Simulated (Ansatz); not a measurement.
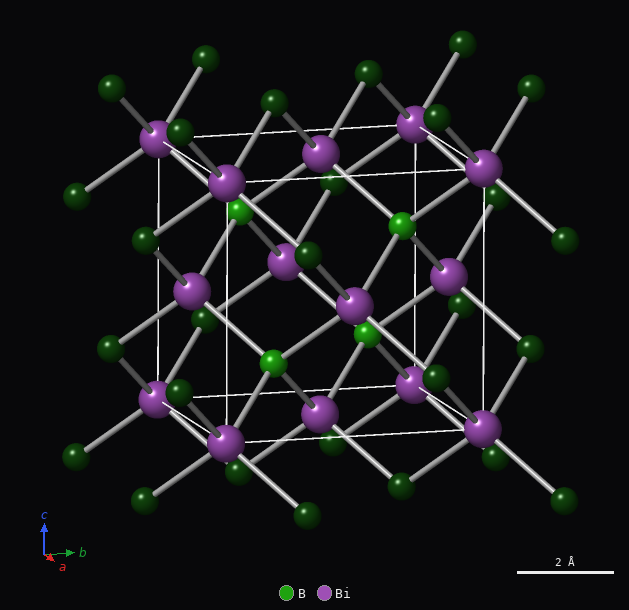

Ball-and-stick drawing of the structure, looking slightly off an axis. The lines enclose the drawn cell (a repeat of the simulation cell); boundary atoms appear with their images. Bonds that leave the box are completed with the atoms at their other ends, in fainter colours.

BiB, a = 5.527 Å, b = 5.527 Å, c = 5.527 Å, α = 89.24°, β = 89.24°, γ = 89.24°. Strictly the space group is R3m (No. 160, within 0.01 Å). It is a distorted form of a face-centred cubic structure, space group F-43m (No. 216) within 0.25 Å: zinc blende (sphalerite type). It derives from a structure type filled with these elements by a generator (whether the compound takes this form wasn't checked). The cell was then strained or its atoms displaced on purpose. It was run through Ansatz as a DFT input.

This one geometry was computed with Ansatz (DFT, plane waves, PAW) at three levels of theory: PBE, r2SCAN and HSE06. It was relaxed with r2SCAN and then strained.

**Which level gives the highest pressure at this volume, and what does that say about its equilibrium volume?**

Highest: PBE (-0.2 GPa), which points to the largest equilibrium volume. Lowest, with the smallest volume: HSE06 (-3.2 GPa). Levels within 0.5 GPa of each other can't be told apart.

**How does the band gap change with the level of theory?**

PBE: a gap of 0.08 eV, direct; r2SCAN: a gap of 0.17 eV, direct; HSE06: a gap of 0.67 eV, direct.

**Collect the results in a table.**

| level | cutoff (eV) | k-mesh of the run's cell | gap (eV) | pressure (GPa) |
| --- | --- | --- | --- | --- |
| PBE | 420 | 8×8×8 | 0.08 | -0.2 |
| r2SCAN | 500 | 8×8×8 | 0.17 | -1.5 |
| HSE06 | 420 | 6×6×6 | 0.67 | -3.2 |

Gaps are taken on the k-mesh or band path of each run.
